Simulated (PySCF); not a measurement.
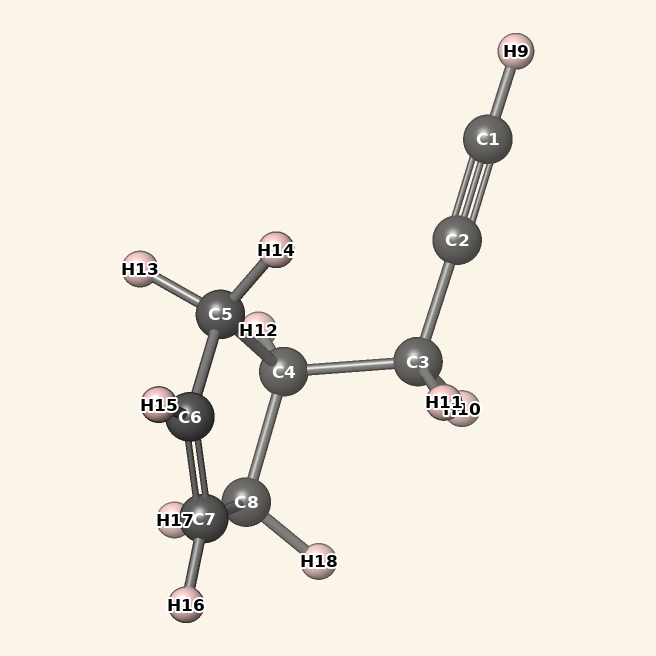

C8 lies behind C7. The molecule seen a little off the C7–C8 bond, C7 in front. Depth is shown by fading: the farther an atom, the more it takes the colour of the background. Geometry: an end point of a reaction path computed with GFN2-xTB.

### What is the torsion angle C6–C7–C8–C4? The sign is positive where the front bond must turn clockwise to cover the back bond.

13°, synperiplanar (eclipsed).
